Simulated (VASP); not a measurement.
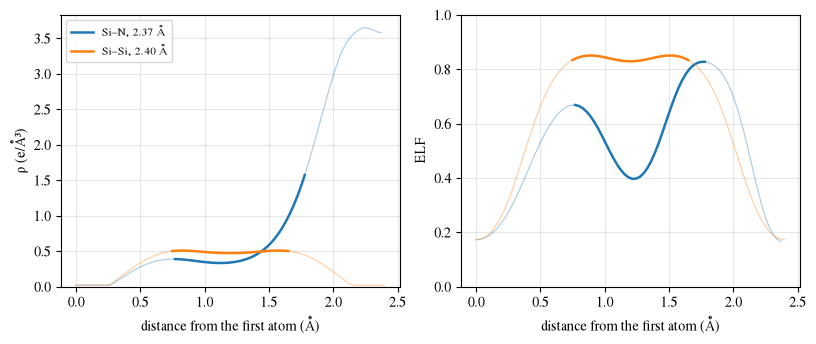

*Si2N. Valence pseudo-density and electron localisation function along straight lines between neighbouring atoms. Thin, pale parts lie inside the atomic spheres.*

Space group I4/mmm; a generated structure, not necessarily the stable one.

The calculation used Kohn-Sham DFT of a periodic cell, PBE, VASP PAW PBE potentials, recommended in VASP.

In a PAW calculation such maps are meaningful between the atoms, not at the nuclei.

```
Si N
1.0
     4.09112    0.00000    0.00000
     0.00000    4.09112    0.00000
     0.00000    0.00000    4.79674
Si N
4 2
Cartesian
  0.0000 2.0456 1.1992
  2.0456 0.0000 3.5976
  2.0456 0.0000 1.1992
  0.0000 2.0456 3.5976
  0.0000 0.0000 0.0000
  2.0456 2.0456 2.3984
```

What can be read from the curves?

Si–N (2.37 Å): ρ at the midpoint is about 0.34 e/Å³; the ELF is about 0.40 at the midpoint.
Si–Si (2.40 Å): ρ is about 0.47 e/Å³ halfway; the ELF peaks at about 0.85 between the atoms.
